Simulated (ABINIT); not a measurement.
**Beyond one shot: Selenium (P3_121, 3 atoms a cell)**

How far does self-consistency move the gap of Selenium (P3_121, 3 atoms a cell)?

Method: PBE and many-body steps on it, plane waves, in ABINIT 10.8.3.

**The experiments to reproduce.**

- Gap 1.68 eV: quasiparticle gap from dI/dV; STS; 78 K; film (ultrathin trigonal Se film on Te film) (“Selenium / Tellurium Two-Dimensional Structures: from Isovalent Se Dopants in Te to Atomically Thin Se Films”, 2023, arxiv:2307.02723).

- Gap 1.95 ± 0.04 eV: optical gap from Tauc plot, consistent with EQE derivative; UV-vis absorption; film (evaporated film annealed at 200 C for 2 min) (“Ultrathin high band gap solar cells with improved efficiencies from the world’s oldest photovoltaic material”, 2017, pmc:5613033).

Report form: the programs' logs are mostly left out.

## 1. The structure

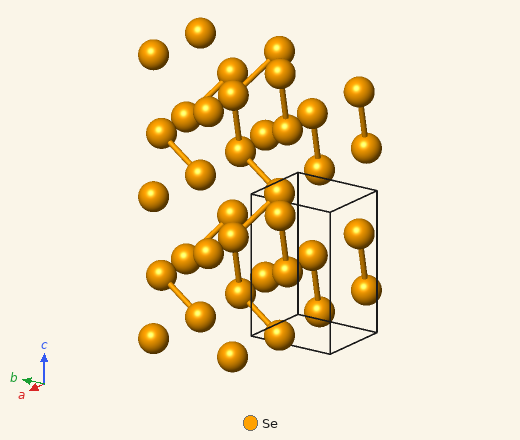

The starting structure, seen from a free direction (selenium orange). 2×2×2 cells are drawn. Bonds to atoms that aren't drawn are left out. Some periodic images of atoms are drawn too.

The cell and positions come from the Crystallography Open Database and are kept as given unless a step says otherwise.

## 2. Empty states on the mesh, 3×3×2 mesh, 121 bands

This step: ABINIT 10.8.3; DFT, PBE, plane waves, norm-conserving pseudopotentials.

The sums over transitions need many empty states on a uniform mesh; this step solves for them.

run.abi reads:

```
acell 3*1.0 Angstrom
rprim 
  4.366199999998 0.000000000000 0.000000000000
  -2.183099999999 3.781240118002 0.000000000000
  0.000000000000 0.000000000000 4.953600000000
ntypat 1
znucl 34
natom 3
typat 1 1 1
xred 
  0.225400000000 0.000000000000 0.333333333333
  0.000000000000 0.225400000000 0.666666666667
  0.774600000000 0.774600000000 -0.000000000000
pp_dirpath "pseudos"
pseudos "Se.upf"
ecut 48
ngkpt 3 3 2
nshiftk 1
shiftk 0 0 0
kptopt 1
chksymbreak 0
iscf -2
irdden 1
istwfk *1
nband 121
nbdbuf 10
tolwfr 1e-09
nstep 60
prtvol 0
indata_prefix "in"
outdata_prefix "out"
tmpdata_prefix "tmp"
```

Run with:

```bash
OMP_NUM_THREADS=1 mpirun -n 6 abinit run.abi > log
```

It took 32 s on 6 MPI ranks of Arm Neoverse V1, shared host; peak memory 0.63 GiB; 3.2 min of CPU time.

This step gave:

```
gap                                                           : 1.261 eV
k of the valence top                                          : 0.3333, 0.3333, 0.5
k of the conduction bottom                                    : 0.3333, 0.3333, 0.5
least direct gap                                              : 1.261 eV
k points computed                                             : 6
lowest point of the top converged band, above the valence top : 47.31 eV
```

On this mesh the gap is 1.261 eV.

The density comes from a self-consistent run that is not shown.

## 3. Screening, 3×3×2 mesh, 111 bands, screening to 106.1 eV

The RPA dielectric matrix is built and inverted for each q.

This step: RPA screening on PBE, plane waves, norm-conserving pseudopotentials.

Changes to run.abi since step 2:

```diff
@@ -21,10 +21,11 @@
 chksymbreak 0
-iscf -2
-irdden 1
 istwfk *1
-nband 121
-nbdbuf 10
-tolwfr 1e-09
-nstep 60
-prtvol 0
+occopt 1
+irdwfk 1
+optdriver 3
+nband 111
+ecuteps 3.9
+inclvkb 2
+awtr 1
+symchi 1
 indata_prefix "in"
```

Run with:

```bash
OMP_NUM_THREADS=1 mpirun -n 8 abinit run.abi > log
```

The job ended after 33 s (8 MPI ranks; peak memory 3 GiB; 4.4 min of CPU time).

Numbers from this step:

```
ε∞ with local fields, on this mesh, along the program's q direction : 15.71
the same without local fields                                       : 17.87
plasma frequency                                                    : 34.84 eV
plane waves in the screening matrix                                 : 213
```

Local fields lower ε∞ by 12 %. On a Γ-centred mesh this coarse the value itself is usually too large, while a short band sum pulls it down.

## 4. G0W0

The self-energy is evaluated for the states that the input lists, and the levels follow from it, in one-shot runs by the linearised quasiparticle equation.

This step: G0W0 on PBE, plane waves, norm-conserving pseudopotentials.

Changes to run.abi since step 3:

```diff
@@ -24,8 +24,17 @@
 irdwfk 1
-optdriver 3
+optdriver 4
 nband 111
+gwcalctyp 0
+ecutsigx 48
+symsigma 1
+nkptgw 2
+kptgw 
+  0.3333333333 0.3333333333 0.5000000000
+  0.0000000000 0.0000000000 0.0000000000
+bdgw 
+  35 39
+  34 38
 ecuteps 3.9
-inclvkb 2
-awtr 1
-symchi 1
+irdscr 1
+ppmodel 1
 indata_prefix "in"
```

Run time: 5.8 s. Hardware: 8 MPI ranks; peak memory 1.6 GiB.

This step gave:

```yaml
g0w0_gap_on_the_points_computed: 1.910 eV
starting_gap_on_the_mesh: 1.261 eV
k_of_the_valence_top: 0.3333, 0.3333, 0.5
k_of_the_conduction_bottom: 0.3333, 0.3333, 0.5
z_at_the_valence_top: 0.782
z_at_the_conduction_bottom: 0.787
least_direct_g0w0_gap_on_the_computed_points: 1.910 eV
```

The gap on the mesh goes from 1.26 eV to 1.91 eV, a correction of +0.65 eV.

## 5. evGW0, cycle 1

This step: evGW0 on PBE, plane waves, norm-conserving pseudopotentials.

Changes to run.abi since step 4:

```diff
@@ -26,12 +26,20 @@
 nband 111
-gwcalctyp 0
+gwcalctyp 10
 ecutsigx 48
 symsigma 1
-nkptgw 2
+nkptgw 6
 kptgw 
+  0.0000000000 0.0000000000 0.0000000000
+  0.3333333333 0.0000000000 0.0000000000
+  0.3333333333 0.3333333333 0.0000000000
+  0.0000000000 0.0000000000 0.5000000000
+  0.3333333333 0.0000000000 0.5000000000
   0.3333333333 0.3333333333 0.5000000000
-  0.0000000000 0.0000000000 0.0000000000
 bdgw 
-  35 39
-  34 38
+  31 40
+  31 40
+  31 40
+  31 40
+  31 40
+  31 40
 ecuteps 3.9
```

The job ended after 28 s (8 MPI ranks; peak memory 2.8 GiB; 3.7 min of CPU time).

Numbers from this step:

```yaml
quasiparticle_gap_on_the_mesh: 2.036 eV
gap_of_the_density_functional_on_the_mesh: 1.261 eV
k_of_the_valence_top: 0.3333, 0.3333, 0.5
k_of_the_conduction_bottom: 0, 0, 0.5
z_at_the_valence_top: 0.782
z_at_the_conduction_bottom: 0.794
least_direct_quasiparticle_gap_on_the_computed_points: 2.085 eV
```

Against G0W0 in ABINIT (3×3×2 mesh, 111 bands, screening to 106.1 eV, Godby-Needs plasmon pole), the gap moves by +0.126 eV. This first cycle still uses the starting levels; it takes the full correction, at all points of the mesh, and its linearised value is 1.910 eV.

## 6. evGW0, cycle 2

The corrected levels of the last cycle go back in.

Changes to run.abi since step 5:

```diff
@@ -47,2 +47,3 @@
 ppmodel 1
+irdqps 1
 indata_prefix "in"
```

Elapsed: 28 s, on 8 MPI ranks; peak memory 2.8 GiB.

This step gave:

```
quasiparticle gap on the mesh                         : 1.981 eV
gap of the density functional on the mesh             : 1.261 eV
k of the valence top                                  : 0.3333, 0.3333, 0.5
k of the conduction bottom                            : 0, 0, 0.5
least direct quasiparticle gap on the computed points : 1.986 eV
```

Against the cycle before, the gap moves by −0.055 eV.

## 7. evGW0, cycle 3

run.abi is that of step 6.

Run time: 28 s. Hardware: 8 MPI ranks; peak memory 2.8 GiB; 3.7 min of CPU time.

Numbers from this step:

* quasiparticle gap on the mesh: 1.984 eV
* gap of the density functional on the mesh: 1.261 eV
* k of the valence top: 0.3333, 0.3333, 0.5
* k of the conduction bottom: 0, 0, 0.5
* least direct quasiparticle gap on the computed points: 1.997 eV

Against the cycle before, the gap moves by +0.003 eV.

## 8. Screening, 3×3×2 mesh, 111 bands, screening to 106.1 eV

This step: RPA screening on PBE, plane waves, norm-conserving pseudopotentials.

run.abi reads:

```
acell 3*1.0 Angstrom
rprim 
  4.366199999998 0.000000000000 0.000000000000
  -2.183099999999 3.781240118002 0.000000000000
  0.000000000000 0.000000000000 4.953600000000
ntypat 1
znucl 34
natom 3
typat 1 1 1
xred 
  0.225400000000 0.000000000000 0.333333333333
  0.000000000000 0.225400000000 0.666666666667
  0.774600000000 0.774600000000 -0.000000000000
pp_dirpath "pseudos"
pseudos "Se.upf"
ecut 48
ngkpt 3 3 2
nshiftk 1
shiftk 0 0 0
kptopt 1
chksymbreak 0
istwfk *1
occopt 1
irdwfk 1
optdriver 3
nband 111
ecuteps 3.9
inclvkb 2
awtr 1
symchi 1
gwcalctyp 10
mbpt_sciss 0.837 eV
nqptdm 1
qptdm 
  0 0 0
indata_prefix "in"
outdata_prefix "out"
tmpdata_prefix "tmp"
```

The job ended after 13 s (8 MPI ranks; peak memory 3 GiB; 1.7 min of CPU time).

Numbers from this step:

- ε∞ with local fields, on this mesh, along the program's q direction: 12.01
- the same without local fields: 13.56
- plasma frequency: 34.84 eV
- plane waves in the screening matrix: 213

This screening uses the functional's bands under a rigid shift, the mean opening of the cycle before.

## 9. Screening, 3×3×2 mesh, 111 bands, screening to 106.1 eV

This step: RPA screening on PBE from quasiparticle energies, plane waves, norm-conserving pseudopotentials.

Changes to run.abi since step 8:

```diff
@@ -30,7 +30,11 @@
 symchi 1
+irdqps 1
 gwcalctyp 10
-mbpt_sciss 0.837 eV
-nqptdm 1
+nqptdm 5
 qptdm 
-  0 0 0
+  0.3333333333 0.0000000000 0.0000000000
+  0.3333333333 0.3333333333 0.0000000000
+  0.0000000000 0.0000000000 0.5000000000
+  0.3333333333 0.0000000000 0.5000000000
+  0.3333333333 0.3333333333 0.5000000000
 indata_prefix "in"
```

mrgscr.stdin reads:

```
2
merged
q0_SCR
out_SCR
1
```

Run with:

```bash
OMP_NUM_THREADS=1 mpirun -n 8 abinit run.abi > log; mrgscr < mrgscr.stdin
```

The job ended after 23 s (8 MPI ranks; peak memory 2.8 GiB; 3 min of CPU time).

This step gave:

```yaml
plasma_frequency: 34.84 eV
plane_waves_in_the_screening_matrix: 213
```

This screening reads the quasiparticle levels of the cycle before.

## 10. evGW, cycle 1

This step: evGW on PBE, plane waves, norm-conserving pseudopotentials.

Changes to run.abi since step 9:

```diff
@@ -24,12 +24,10 @@
 irdwfk 1
-optdriver 3
+optdriver 4
 nband 111
-ecuteps 3.9
-inclvkb 2
-awtr 1
-symchi 1
-irdqps 1
 gwcalctyp 10
-nqptdm 5
-qptdm 
+ecutsigx 48
+symsigma 1
+nkptgw 6
+kptgw 
+  0.0000000000 0.0000000000 0.0000000000
   0.3333333333 0.0000000000 0.0000000000
@@ -39,2 +37,13 @@
   0.3333333333 0.3333333333 0.5000000000
+bdgw 
+  31 40
+  31 40
+  31 40
+  31 40
+  31 40
+  31 40
+ecuteps 3.9
+irdscr 1
+ppmodel 1
+irdqps 1
 indata_prefix "in"
```

Run with:

```bash
OMP_NUM_THREADS=1 mpirun -n 8 abinit run.abi > log
```

It took 28 s on 8 MPI ranks; peak memory 2.8 GiB; 3.8 min of CPU time.

Numbers from this step:

```yaml
quasiparticle_gap_on_the_mesh: 2.131 eV
gap_of_the_density_functional_on_the_mesh: 1.261 eV
k_of_the_valence_top: 0.3333, 0.3333, 0.5
k_of_the_conduction_bottom: 0, 0, 0.5
least_direct_quasiparticle_gap_on_the_computed_points: 2.142 eV
```

Against G0W0 in ABINIT (3×3×2 mesh, 111 bands, screening to 106.1 eV, Godby-Needs plasmon pole), the gap moves by +0.221 eV.

## 11. Screening, 3×3×2 mesh, 111 bands, screening to 106.1 eV

This step: RPA screening on PBE, plane waves, norm-conserving pseudopotentials.

run.abi reads:

```
acell 3*1.0 Angstrom
rprim 
  4.366199999998 0.000000000000 0.000000000000
  -2.183099999999 3.781240118002 0.000000000000
  0.000000000000 0.000000000000 4.953600000000
ntypat 1
znucl 34
natom 3
typat 1 1 1
xred 
  0.225400000000 0.000000000000 0.333333333333
  0.000000000000 0.225400000000 0.666666666667
  0.774600000000 0.774600000000 -0.000000000000
pp_dirpath "pseudos"
pseudos "Se.upf"
ecut 48
ngkpt 3 3 2
nshiftk 1
shiftk 0 0 0
kptopt 1
chksymbreak 0
istwfk *1
occopt 1
irdwfk 1
optdriver 3
nband 111
ecuteps 3.9
inclvkb 2
awtr 1
symchi 1
gwcalctyp 10
mbpt_sciss 1.001 eV
nqptdm 1
qptdm 
  0 0 0
indata_prefix "in"
outdata_prefix "out"
tmpdata_prefix "tmp"
```

It took 13 s on 8 MPI ranks; peak memory 3 GiB.

This step gave:

| Property | Result |
| --- | --- |
| ε∞ with local fields, on this mesh, along the program's q direction | 11.53 |
| the same without local fields | 13.00 |
| plasma frequency | 34.84 eV |
| plane waves in the screening matrix | 213 |

This screening uses the functional's bands under a rigid shift, the mean opening of the cycle before.

## 12. Screening, 3×3×2 mesh, 111 bands, screening to 106.1 eV

This step: RPA screening on PBE from quasiparticle energies, plane waves, norm-conserving pseudopotentials.

Changes to run.abi since step 11:

```diff
@@ -30,7 +30,11 @@
 symchi 1
+irdqps 1
 gwcalctyp 10
-mbpt_sciss 1.001 eV
-nqptdm 1
+nqptdm 5
 qptdm 
-  0 0 0
+  0.3333333333 0.0000000000 0.0000000000
+  0.3333333333 0.3333333333 0.0000000000
+  0.0000000000 0.0000000000 0.5000000000
+  0.3333333333 0.0000000000 0.5000000000
+  0.3333333333 0.3333333333 0.5000000000
 indata_prefix "in"
```

mrgscr.stdin is that of step 9.

Run with:

```bash
OMP_NUM_THREADS=1 mpirun -n 8 abinit run.abi > log; mrgscr < mrgscr.stdin
```

Wall time 23 s (8 MPI ranks); peak memory 2.8 GiB.

Numbers from this step:

```
plasma frequency                    : 34.84 eV
plane waves in the screening matrix : 213
```

This screening reads the quasiparticle levels of the cycle before.

## 13. evGW, cycle 2

This step: evGW on PBE, plane waves, norm-conserving pseudopotentials.

Changes to run.abi since step 12:

```diff
@@ -24,12 +24,10 @@
 irdwfk 1
-optdriver 3
+optdriver 4
 nband 111
-ecuteps 3.9
-inclvkb 2
-awtr 1
-symchi 1
-irdqps 1
 gwcalctyp 10
-nqptdm 5
-qptdm 
+ecutsigx 48
+symsigma 1
+nkptgw 6
+kptgw 
+  0.0000000000 0.0000000000 0.0000000000
   0.3333333333 0.0000000000 0.0000000000
@@ -39,2 +37,13 @@
   0.3333333333 0.3333333333 0.5000000000
+bdgw 
+  31 40
+  31 40
+  31 40
+  31 40
+  31 40
+  31 40
+ecuteps 3.9
+irdscr 1
+ppmodel 1
+irdqps 1
 indata_prefix "in"
```

Run with:

```bash
OMP_NUM_THREADS=1 mpirun -n 8 abinit run.abi > log
```

It took 28 s on 8 MPI ranks; peak memory 2.8 GiB; 3.7 min of CPU time.

This step gave:

```
quasiparticle gap on the mesh                         : 2.142 eV
gap of the density functional on the mesh             : 1.261 eV
k of the valence top                                  : 0.3333, 0.3333, 0.5
k of the conduction bottom                            : 0, 0, 0.5
least direct quasiparticle gap on the computed points : 2.152 eV
```

Against the cycle before, the gap moves by +0.011 eV.

## 14. Screening, 3×3×2 mesh, 111 bands, screening to 106.1 eV

This step: RPA screening on PBE, plane waves, norm-conserving pseudopotentials.

run.abi reads:

```
acell 3*1.0 Angstrom
rprim 
  4.366199999998 0.000000000000 0.000000000000
  -2.183099999999 3.781240118002 0.000000000000
  0.000000000000 0.000000000000 4.953600000000
ntypat 1
znucl 34
natom 3
typat 1 1 1
xred 
  0.225400000000 0.000000000000 0.333333333333
  0.000000000000 0.225400000000 0.666666666667
  0.774600000000 0.774600000000 -0.000000000000
pp_dirpath "pseudos"
pseudos "Se.upf"
ecut 48
ngkpt 3 3 2
nshiftk 1
shiftk 0 0 0
kptopt 1
chksymbreak 0
istwfk *1
occopt 1
irdwfk 1
optdriver 3
nband 111
ecuteps 3.9
inclvkb 2
awtr 1
symchi 1
gwcalctyp 10
mbpt_sciss 1.013 eV
nqptdm 1
qptdm 
  0 0 0
indata_prefix "in"
outdata_prefix "out"
tmpdata_prefix "tmp"
```

It took 13 s on 8 MPI ranks; peak memory 3 GiB.

This step gave:

| Quantity | Value |
| --- | --- |
| ε∞ with local fields, on this mesh, along the program's q direction | 11.49 |
| the same without local fields | 12.96 |
| plasma frequency | 34.84 eV |
| plane waves in the screening matrix | 213 |

This screening uses the functional's bands under a rigid shift, the mean opening of the cycle before.

## 15. Screening, 3×3×2 mesh, 111 bands, screening to 106.1 eV

This step: RPA screening on PBE from quasiparticle energies, plane waves, norm-conserving pseudopotentials.

Changes to run.abi since step 14:

```diff
@@ -30,7 +30,11 @@
 symchi 1
+irdqps 1
 gwcalctyp 10
-mbpt_sciss 1.013 eV
-nqptdm 1
+nqptdm 5
 qptdm 
-  0 0 0
+  0.3333333333 0.0000000000 0.0000000000
+  0.3333333333 0.3333333333 0.0000000000
+  0.0000000000 0.0000000000 0.5000000000
+  0.3333333333 0.0000000000 0.5000000000
+  0.3333333333 0.3333333333 0.5000000000
 indata_prefix "in"
```

mrgscr.stdin is that of step 12.

Run with:

```bash
OMP_NUM_THREADS=1 mpirun -n 8 abinit run.abi > log; mrgscr < mrgscr.stdin
```

It took 23 s on 8 MPI ranks; peak memory 2.8 GiB; 3 min of CPU time.

Numbers from this step:

```
plasma frequency                    : 34.84 eV
plane waves in the screening matrix : 213
```

This screening reads the quasiparticle levels of the cycle before.

## 16. evGW, cycle 3

This step: evGW on PBE, plane waves, norm-conserving pseudopotentials.

Changes to run.abi since step 15:

```diff
@@ -24,12 +24,10 @@
 irdwfk 1
-optdriver 3
+optdriver 4
 nband 111
-ecuteps 3.9
-inclvkb 2
-awtr 1
-symchi 1
-irdqps 1
 gwcalctyp 10
-nqptdm 5
-qptdm 
+ecutsigx 48
+symsigma 1
+nkptgw 6
+kptgw 
+  0.0000000000 0.0000000000 0.0000000000
   0.3333333333 0.0000000000 0.0000000000
@@ -39,2 +37,13 @@
   0.3333333333 0.3333333333 0.5000000000
+bdgw 
+  31 40
+  31 40
+  31 40
+  31 40
+  31 40
+  31 40
+ecuteps 3.9
+irdscr 1
+ppmodel 1
+irdqps 1
 indata_prefix "in"
```

Run with:

```bash
OMP_NUM_THREADS=1 mpirun -n 8 abinit run.abi > log
```

Elapsed: 28 s, on 8 MPI ranks; peak memory 2.8 GiB; 3.7 min of CPU time.

Numbers from this step:

```
quasiparticle gap on the mesh                         : 2.142 eV
gap of the density functional on the mesh             : 1.261 eV
k of the valence top                                  : 0.3333, 0.3333, 0.5
k of the conduction bottom                            : 0, 0, 0.5
least direct quasiparticle gap on the computed points : 2.153 eV
```

Against the cycle before, the gap moves by +0.000 eV.

## 17. The runs together

Times are wall times on 8 MPI ranks of Arm Neoverse V1, shared host, good to a factor of about two. A run's time includes the screening step that it read.

```csv
run,mesh,bands,screening cutoff (eV),DFT gap (eV),gap on the mesh (eV),direct (eV),ε∞ used,time
G0W0,3×3×2,111,106.1,1.261,1.910,1.910,15.71,39 s
"evGW0, cycle 1",3×3×2,111,106.1,1.261,2.036,2.085,15.71,61 s
"evGW0, cycle 2",3×3×2,111,106.1,1.261,1.981,1.986,15.71,62 s
"evGW0, cycle 3",3×3×2,111,106.1,1.261,1.984,1.997,15.71,61 s
"evGW, cycle 1",3×3×2,111,106.1,1.261,2.131,2.142,12.01,64 s
"evGW, cycle 2",3×3×2,111,106.1,1.261,2.142,2.152,11.53,64 s
"evGW, cycle 3",3×3×2,111,106.1,1.261,2.142,2.153,11.49,64 s
```

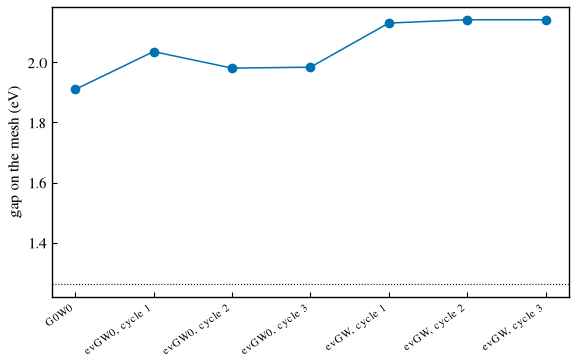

The gap through the cycles; the dotted line is the starting gap.

## 18. Summary of results

```
G0W0           : 1.910 eV
evGW0, cycle 1 : 2.036 eV
evGW0, cycle 2 : 1.981 eV
evGW0, cycle 3 : 1.984 eV
evGW, cycle 1  : 2.131 eV
evGW, cycle 2  : 2.142 eV
evGW, cycle 3  : 2.142 eV
known limits   : not at the basis limit; no spin-orbit coupling; coarse k mesh
```

In words: Only the bands that the input lists are updated; the others, empty or deep, keep the functional's energies or take a rigid shift. The evGW loop starts from the last levels of evGW0, so its cycles and time come on top of those. evGW0 ends at 1.98 eV, +0.07 eV from G0W0, after 3 cycles that took 84 s beside the first screening; the last moved the gap by 0.003 eV. evGW ends at 2.14 eV, +0.23 eV from G0W0, after 3 cycles that took 3.2 min beside the first screening; the last moved the gap by 0.000 eV. The first cycle of evGW0 takes the full correction, without the factor Z, so it overshoots the one-shot value. Against experiment, by evGW, cycle 3: the gap of 2.14 eV lies +0.46 eV from the measured 1.68 eV (electronic, 78 K, 2023); the gap of 2.14 eV lies +0.19 eV from the measured 1.95 ± 0.04 eV (optical, 2017). An exciton line or allowed optical edge lies below the quasiparticle gap by the binding energy; a forbidden edge can push the onset above it. These are gaps on the mesh, at modest bands and cutoff. The calculation has static nuclei and no excitons; a measured gap holds zero-point and thermal motion, which mostly lowers it. Bands and cutoff are finite, so the gap is not at the basis limit. The miss can reach some tenths of an eV and take either sign; the mesh is an error of its own. A denser mesh or path gives a starting gap of 1.03 eV: the GW mesh misses a band edge, so its gaps are not the fundamental one. The 3×3×2 mesh is coarse for this cell, which bears on the long-range parts of exchange and screening. In the updated screening the q = 0 part is built from Kohn-Sham bands under a rigid shift, the other q from the quasiparticle levels. The many-body steps are scalar-relativistic: spin-orbit coupling is not in them.

[Paths, hosts, dates, memory and timing lines, banners, echoed tables and standing remarks are left out of the program output.]

[Logs are printed without paths, hosts, clocks, repeated set-up lines and the standing remarks that a program may print on its own settings, such as how far it seeks lower states.]

[Runs of the session that timed out or met a known fault of the program may be left out.]

[No measured gap is set beside runs whose start may be inverted or whose files or cutoffs have a known fault.]

[Loops that did not settle are left out.]

[Hosts, paths, dates, database ids (printed as entryN), source tags and the programs' standing remarks are cut or masked in the printed files.]

[G0W0 gaps are taken among the corrected bands and points alone; a level outside them can change the order at an edge.]

[Where Ansatz stands beside ABINIT at settings called matched, ABINIT's density can come from a denser mesh and the files from another edition; pairs whose starting gaps differed by over 0.03 eV were left out, so agreement reads better than it is.]
